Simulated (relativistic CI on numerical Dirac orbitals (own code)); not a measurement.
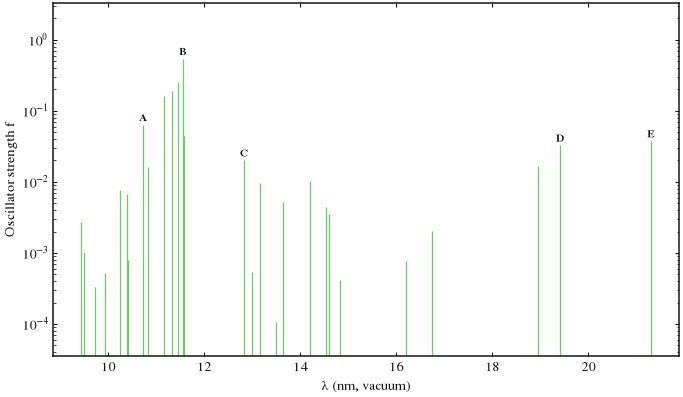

**Figure 1.** Absorption lines from the lowest level (oscillator strengths f) for Br²⁰⁺. A: 3s² 3p² 3d ²D₅/₂ ← 3s² 3p³ ⁴S°₃/₂, 10.73 nm, f = 0.064; B: 3s² 3p² 3d ⁴P₅/₂ ← 3s² 3p³ ⁴S°₃/₂, 11.56 nm, f = 0.54; C: 3s² 3p² 3d ⁴D₅/₂ ← 3s² 3p³ ⁴S°₃/₂, 12.83 nm, f = 0.020; D: 3s 3p⁴ ⁴P₃/₂ ← 3s² 3p³ ⁴S°₃/₂, 19.41 nm, f = 0.033; E: 3s 3p⁴ ⁴P₅/₂ ← 3s² 3p³ ⁴S°₃/₂, 21.30 nm, f = 0.038. The strongest, B, lies in the extreme ultraviolet region.

Run report: Br²⁰⁺, relativistic CI calculation

- system: Br²⁰⁺.
- method: Dirac-Coulomb-Breit CI, KLI orbitals optimised for each configuration, model QED (radiative potential, 1s self-energy scaled to tabulated hydrogen-like ionisation energies) (relativistic CI on numerical Dirac orbitals, in-house)

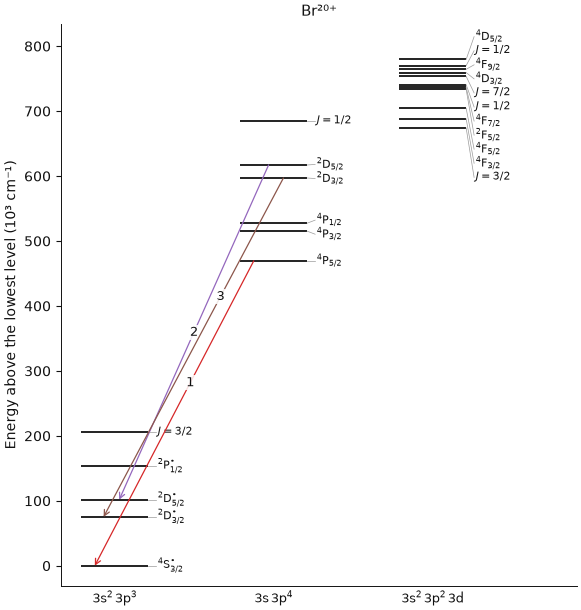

**Figure 2.** Levels of Br²⁰⁺ (bromine, Z = 35) with 3 numbered transitions. Rates are at computed energies, in the length gauge.

| No. | Upper | Lower | Type | λ (vacuum) | A (s⁻¹) |
| --- | --- | --- | --- | --- | --- |
| 1 | 3s 3p⁴ ⁴P₅/₂ | 3s² 3p³ ⁴S°₃/₂ | E1 | 21.30 nm | 3.7×10⁹ |
| 2 | 3s 3p⁴ ²D₅/₂ | 3s² 3p³ ²D°₅/₂ | E1 | 19.40 nm | 6.6×10⁹ |
| 3 | 3s 3p⁴ ²D₃/₂ | 3s² 3p³ ²D°₃/₂ | E1 | 19.16 nm | 9.4×10⁹ |

Line 3 has the largest rate; it falls in the extreme ultraviolet region.

Input and output of the run follow.

## The input
```
atom Br  Z=35  charge=20  electrons=15
nucleus A=79  rms_radius_fm=4.1629
hamiltonian dirac-coulomb  breit=on  qed=on  c_scale=1
orbitals kli  potential=per-configuration
slater_scale 1
correlation none
mixing on
configurations
  [Ne] 3s2 3p3
  [Ne] 3s 3p4
  [Ne] 3s2 3p2 3d
end
```

Launched within a batch (the task file carries these settings):
```bash
python <driver script> task.json out
```

The program writes its results to a structured record and prints no log; tables and figures of this report are taken from that record.

## The lowest 20 levels

| Configuration | Level | E (cm⁻¹) | LS purity (%) | Landé g | Lifetime (s; – stable or not computed) |
| --- | --- | --- | --- | --- | --- |
| 3s² 3p³ | ⁴S°₃/₂ | 0 | 78 | 1.818 | – |
| 3s² 3p³ | ²D°₃/₂ | 75,190 | 70 | 1.065 | 2.0×10⁻⁴ |
| 3s² 3p³ | ²D°₅/₂ | 101,700 | 100 | 1.198 | 1.2×10⁻³ |
| 3s² 3p³ | ²P°₁/₂ | 153,200 | 100 | 0.663 | 8.4×10⁻⁵ |
| 3s² 3p³ | [(3p₃/₂)³] J = 3/2 | 205,300 | 70 | 1.246 | 3.4×10⁻⁵ |
| 3s 3p⁴ | ⁴P₅/₂ | 469,500 | 84 | 1.573 | 2.2×10⁻¹⁰ |
| 3s 3p⁴ | ⁴P₃/₂ | 515,100 | 83 | 1.680 | 1.7×10⁻¹⁰ |
| 3s 3p⁴ | ⁴P₁/₂ | 527,400 | 80 | 2.602 | 1.5×10⁻¹⁰ |
| 3s 3p⁴ | ²D₃/₂ | 597,000 | 60 | 0.912 | 9.5×10⁻¹¹ |
| 3s 3p⁴ | ²D₅/₂ | 617,000 | 71 | 1.222 | 1.2×10⁻¹⁰ |
| 3s² 3p² 3d | J = 3/2 (even, mixed) | 674,100 | 39 | 1.092 | 9.6×10⁻¹¹ |
| 3s 3p⁴ | J = 1/2 (even, mixed) | 684,600 | 31 | 1.232 | 4.2×10⁻¹¹ |
| 3s² 3p² 3d | ⁴F₃/₂ | 688,300 | 69 | 0.660 | 1.3×10⁻¹⁰ |
| 3s² 3p² 3d | ⁴F₅/₂ | 704,300 | 73 | 1.103 | 3.5×10⁻¹⁰ |
| 3s² 3p² 3d | ²F₅/₂ | 733,500 | 72 | 0.955 | 7.8×10⁻¹⁰ |
| 3s² 3p² 3d | ⁴F₇/₂ | 736,600 | 87 | 1.241 | 4.8×10⁻⁹ |
| 3s² 3p² 3d | [3p₁/₂ 3p₃/₂ 3d₃/₂] J = 1/2 | 740,800 | 54 | 0.783 | 1.3×10⁻¹⁰ |
| 3s² 3p² 3d | J = 7/2 (even, mixed) | 753,500 | 52 | 1.249 | 6.8×10⁻⁹ |
| 3s² 3p² 3d | ⁴D₃/₂ | 759,400 | 82 | 1.136 | 1.0×10⁻¹⁰ |
| 3s² 3p² 3d | ⁴F₉/₂ | 764,400 | 84 | 1.296 | 1.3×10⁻³ |

## Summary

- outcome: converged
- lowest level: 3s² 3p³ ⁴S°₃/₂
- first excited level: 3s² 3p³ ²D°₃/₂, 75,185 cm⁻¹
- levels computed: 41
- SCF iterations: 22
- hardware: 1 thread of Intel Xeon (Granite Rapids), 64 GiB of memory available, shared host

## Remarks

Caveats: only a limited list of configurations is included, so lower levels can be missing.
